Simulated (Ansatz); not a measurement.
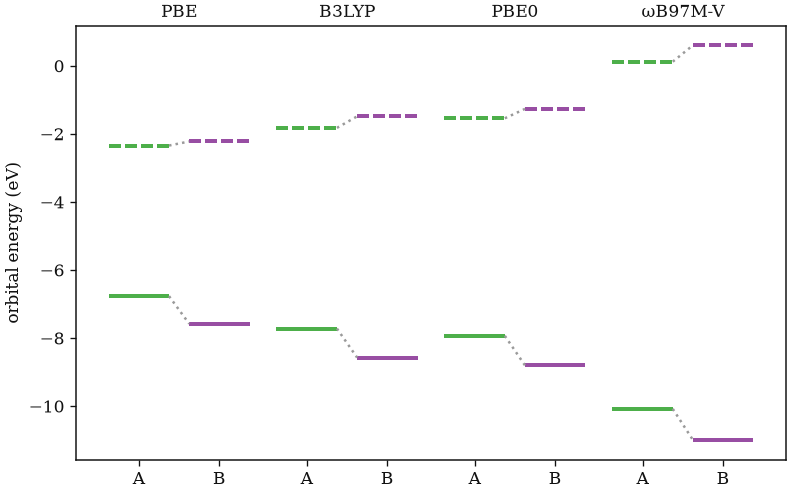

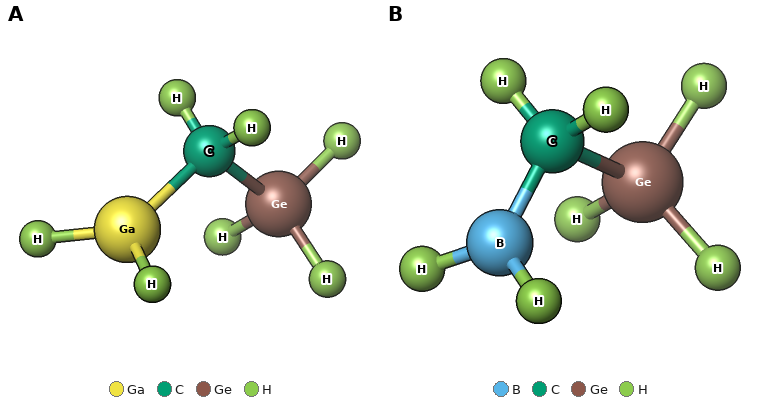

One change: A, CH₇GaGe (SMILES [GaH2][CH2][GeH3]), becomes B, CH₇BGe (SMILES B[CH2][GeH3]). GaH₂ on C is replaced by BH₂. HOMO (solid) and LUMO (dashed) computed in def2-TZVPP at PBE0-D4/def2-TZVP geometries, both minima by their frequencies, gas phase, the Ansatz code. Empty levels above zero depend strongly on the basis.

Q: What does the change do to HOMO and LUMO?

A: PBE: the HOMO falls by 0.81 eV, the LUMO rises by 0.12 eV, and the separation goes from 4.43 to 5.36 eV. B3LYP: the HOMO falls by 0.85 eV, the LUMO rises by 0.34 eV, and the separation goes from 5.90 to 7.09 eV. PBE0: the HOMO falls by 0.87 eV, the LUMO rises by 0.28 eV, and the separation goes from 6.39 to 7.54 eV. ωB97M-V: the HOMO falls by 0.91 eV, the LUMO rises by 0.48 eV, and the separation goes from 10.20 to 11.60 eV.

Q: Do the functionals agree on the effect?

A: They agree on the direction for both levels; the HOMO shift lies between −0.91 and −0.81 eV and the LUMO shift between 0.12 and 0.48 eV, while the separations themselves differ by up to 6.2 eV between functionals.
